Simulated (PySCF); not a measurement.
# F2HP (difluorophosphine): the cost of one run

Computed with PySCF 2.14.0 and routines of our own; the level stands in each step. Atoms count from 0.

## 1. The system as given

4 atoms, charge 0, multiplicity 1; geometry from: GFN2-xTB.

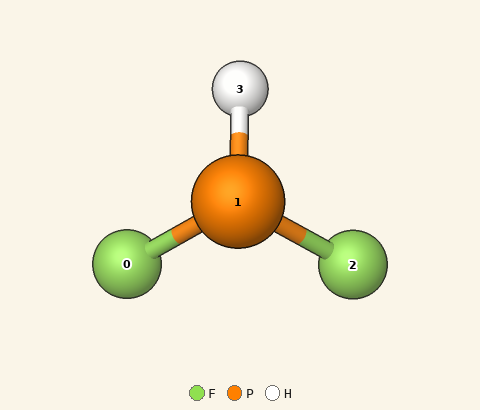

The starting geometry (fluorine green, phosphorus orange, hydrogen white).

## 2. Geometry optimisation at PBE0-D3(BJ)/def2-SVP

What the job is given:

```
{"job": {"xc": "PBE0", "basis": "def2-SVP", "d3": "d3bj", "grid": 1, "kind": "geom"}, "charge": 0, "multiplicity": 1}
F     -1.148061    -0.707186    -0.206820
P     -0.002017     0.075887     0.621805
F      1.226903    -0.570246    -0.205903
H     -0.066592     1.206318    -0.231936
```

On the command line:

```sh
OMP_NUM_THREADS=1 python excited_run.py task.json out
```

One launch serves the whole session: the jobs run in the order shown.

Q: Estimate the wall time and peak memory of this first job on 1 thread of AMD EPYC 9R45, shared host.

About 2.3 s, with a peak of 0.28 GiB.
